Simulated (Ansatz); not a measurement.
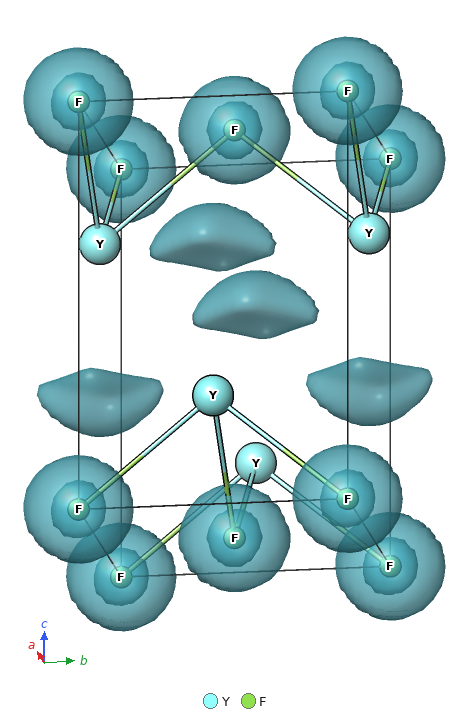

*YF. Isosurface of the electron localisation function at 0.75 (cyan), seen at an oblique angle. Core shells and regions of very low density are left out. Sticks mark near contacts.*

Space group P4/nmm; a structure generated by program, which may or may not match a known phase.

All numbers below come from Ansatz, DFT PBE, scalar-relativistic, plane waves, PAW.

What do the ELF domains correspond to?

At this value the surface marks out two regions wrapped around F (the valence shell of each) and two pockets between the atoms, centred on no nucleus (multi-centre or interstitial), counted in one cell of 4 atoms. Any copies at cell faces, edges or corners count once. Along the contacts the grid gives the following. Y–F (2.40 Å): the ELF is about 0.10 at the midpoint; no shared electron pair shows on this line.
